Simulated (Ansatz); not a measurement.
# MP2/STO-3G run of SiH2S (SMILES [SiH]S)

Aim: the vertical ionisation energy of SiH2S at MP2/STO-3G, from 2 runs. 

Program for the calculation: Ansatz 0.2.0.

46 further runs of the same task are left out: 46 set aside as unsound or not needed.

## Step 1: The system as given

The species is SiH2S (4 atoms), meant as a singlet with charge 0. As SMILES, `[SiH]S`. Geometry: relaxed at PBE0-D4/def2-TZVP.

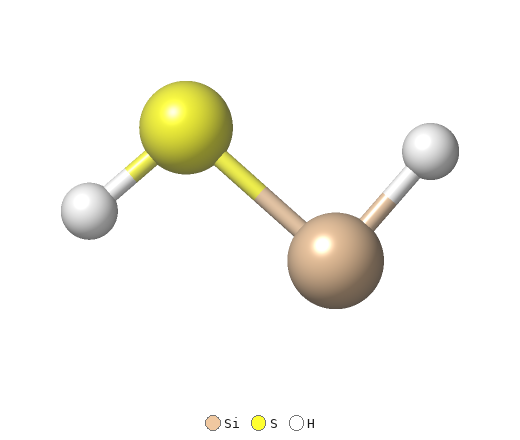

Viewed from a chosen angle; silicon light orange, sulfur yellow, hydrogen white.

## Step 2: The energy at MP2/STO-3G

The input, in.yaml:

```yaml
crystal:
  periodic: [false, false, false]
  atoms:
    - {symbol: Si, position_ang: [-0.262800, -1.074400, 0.161100]}
    - {symbol: S, position_ang: [0.190500, 0.958800, -0.206600]}
    - {symbol: H, position_ang: [1.017500, -1.190800, 0.981400]}
    - {symbol: H, position_ang: [-0.889700, 1.246000, -0.956200]}
basis:
  gaussian: {orbitals: STO-3G}
accuracy: high
correlation: {method: mp2, frozen_orbitals: {H: 0, S: 5, Si: 5}}
```

On the command line:

```sh
$ ansatz run in.yaml --threads 1 --pin off --max-ram 2610MiB --events-out events.jsonl --progress --plain --runs-dir runs
```

Log:

```text
Warning: RAYON_NUM_THREADS=1 ignored (pool sized by the plan → 1); use --threads N
Functional definition: HF
  name "HF"
  exchange = exact_x
  correlation = 0
345 factors; integrals over basis functions are off by at most 1.3e-8 eV
mean field evaluation 1: about -18500.0274 eV, gradient 1.3e1 eV
mean field evaluation 2: about -18500.0579 eV, gradient 1.3e1 eV
mean field evaluation 4: about -18500.8552 eV, gradient 6.5e-1 eV
mean field evaluation 8: about -18500.8592 eV, gradient 1.1e-6 eV
mean field -18500.85921416 eV, -679.8940357876 hartree, gradient 4.8e-8 eV, S^2 0.000000; 0 other end points of the search recorded, 0 dependent functions left out
10 core orbitals not correlated: weight in the atoms' cores, before any rotation towards them, 1.000 or more for the frozen orbitals, at most 0.000 for the correlated occupied ones
reference -18500.85921416 eV, -679.8940357876 hartree; 6, 6 occupied and 4, 4 virtual orbitals, 345 factors
second order -1.59260814 eV of doubles, -0.00000000 eV of singles
Total energy: -18502.45182230 eV, -679.9525630573 hartree
```

Wall time 0.14 s (1 thread of AMD EPYC 7R43 (Zen 3), shared host).

## Step 3: The doublet cation at the same level

The input, job.yaml:

```yaml
crystal:
  periodic: [false, false, false]
  atoms:
    - {symbol: Si, position_ang: [-0.262800, -1.074400, 0.161100]}
    - {symbol: S, position_ang: [0.190500, 0.958800, -0.206600]}
    - {symbol: H, position_ang: [1.017500, -1.190800, 0.981400]}
    - {symbol: H, position_ang: [-0.889700, 1.246000, -0.956200]}
basis:
  gaussian: {orbitals: STO-3G}
total_charge: 1
magnetization: {spin_polarized: true, initial_magnetization: 1}
correlation: {method: mp2, frozen_orbitals: {H: 0, S: 5, Si: 5}}
accuracy: high
```

On the command line:

```sh
$ ansatz run job.yaml --threads 1 --pin off --max-ram 2610MiB --events-out events.jsonl --progress --plain --runs-dir runs
```

Log, shortened:

```text
Warning: RAYON_NUM_THREADS=1 ignored (pool sized by the plan → 1); use --threads N
[... 2 set-up lines as earlier in the session ...]
[...]
344 factors; integrals over basis functions are off by at most 1.3e-8 eV
[...]
mean field -18495.25520852 eV, -679.6880923790 hartree, gradient 1.8e-8 eV, S^2 0.770508; 9 other end points of the search recorded, 0 dependent functions left out
10 core orbitals not correlated: weight in the atoms' cores, before any rotation towards them, 1.000 or more for the frozen orbitals, at most 0.000 for the correlated occupied ones
reference -18495.25520852 eV, -679.6880923790 hartree; 6, 5 occupied and 4, 5 virtual orbitals, 344 factors
second order -1.74689528 eV of doubles, -0.00000000 eV of singles
Total energy: -18497.00210380 eV, -679.7522895964 hartree
```

Wall time 0.34 s (1 thread of AMD EPYC 7R43 (Zen 3), shared host).

## Step 4: Summary of results

Level: MP2/STO-3G, 10 core orbitals frozen.

| quantity | value |
| --- | --- |
| singlet SiH2S: total energy | -679.95256 Eh |
| singlet SiH2S: correlation energy (10 core orbitals frozen) | -58.5 mEh |
| doublet cation: total energy | -679.75229 Eh |
| doublet cation: correlation energy (10 core orbitals frozen) | -64.2 mEh |
| doublet cation: ⟨S²⟩ of the reference determinant | 0.771 |
| vertical ionisation energy (to the doublet cation) | 5.450 eV |

In words: Removing an electron at fixed nuclei costs 5.45 eV (126 kcal/mol). In a minimal basis such a difference can be off by several eV, whatever the method.
